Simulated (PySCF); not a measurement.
Ga(H)2(Cl), SMILES [GaH2][Cl] (H2ClGa) at its CAM-B3LYP/def2-SVP optimised geometry (Å):

```
4

Ga    -0.2847     0.3711     0.0000
H     -1.2690     1.5734     0.0000
H      1.2690     0.3711     0.0000
Cl    -1.2056    -1.5734    -0.0002
```

Method: CAM-B3LYP/def2-TZVP in PySCF. Cells within 0.4 Å of a nucleus heavier than hydrogen are left out (blank, or x).

Map of the log10 of the electron density (e/bohr³), floored at −4 on the plane z = 0.0 Å:

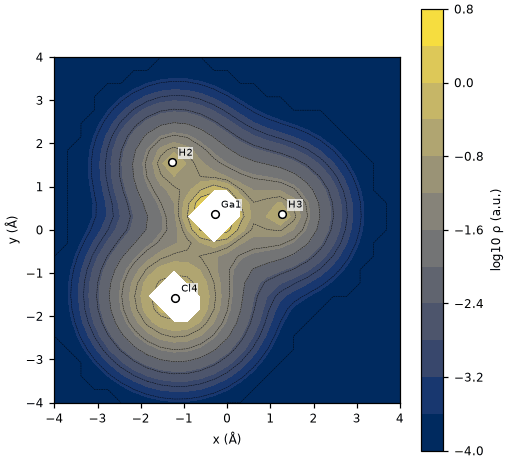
Fig. 1. Log10 of the electron density (e/bohr³), floored at −4 on the plane z = 0.0 Å.
